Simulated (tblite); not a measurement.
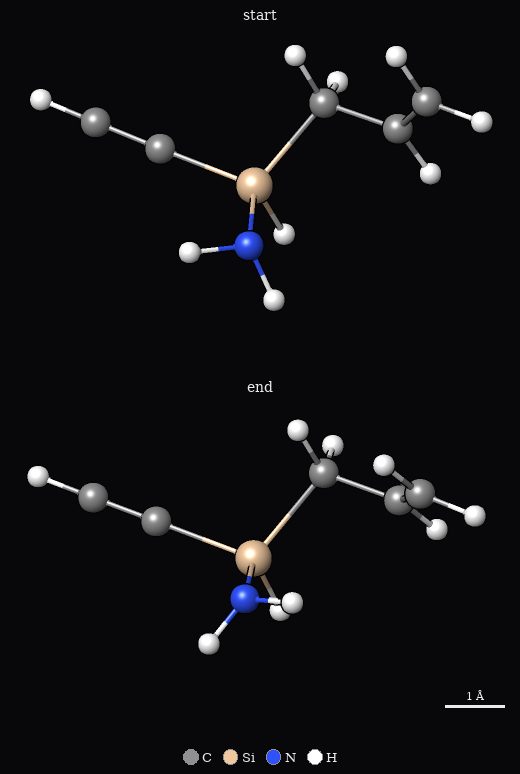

The structure of C$_{5}$H$_{9}$NSi before (top) and after (bottom) a relaxation, at one scale.

A ball-and-stick model, seen at a tilt.

Method: GFN2-xTB geometry optimisation, gas phase in tblite. 

> Describe what moved and what it gained.

An H atom moves most after the best rigid fit: 1.48 Å. Largest moves by element: H 1.48 Å, C 0.37 Å, N 0.33 Å, Si 0.10 Å. Some distances before and after: H–N 1.065 → 1.006 Å, N–Si 1.776 → 1.720 Å, C–Si 1.866 → 1.913 Å, C–Si 1.810 → 1.853 Å. Bond angles that change, for instance: Si–N–H 108.7° → 120.5°, N–Si–H 106.9° → 116.5°, Si–N–H 109.7° → 119.0°. After 121 geometry steps the energy has fallen by 11.5 kcal/mol. The run took 0.83 s on 1 thread of Arm Neoverse V1, with other jobs on the host.
